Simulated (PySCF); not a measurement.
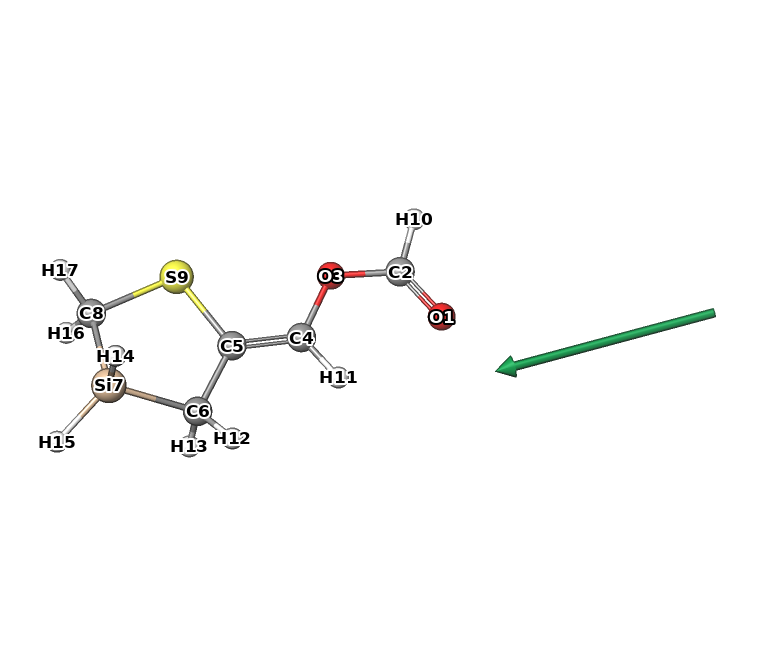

The arrow beside the molecule shows the direction of the dipole moment, from the negative to the positive end (its length means nothing). Computed geometry: GFN2-xTB optimisation. No frequency run is at hand to confirm it as a minimum. Properties computed with PBE0/pcSseg-1, gas phase (PySCF 2.14.0).

> Estimate the dipole moment.

3.45 D; it points from the side of O1, H10 to the side of H15 (the outermost atoms at the two ends).

The geometry is semi-empirical. Around Si such bond lengths and angles can be off by a tenth of an ångström or more and by several degrees, and values that hang on the shape move with them.
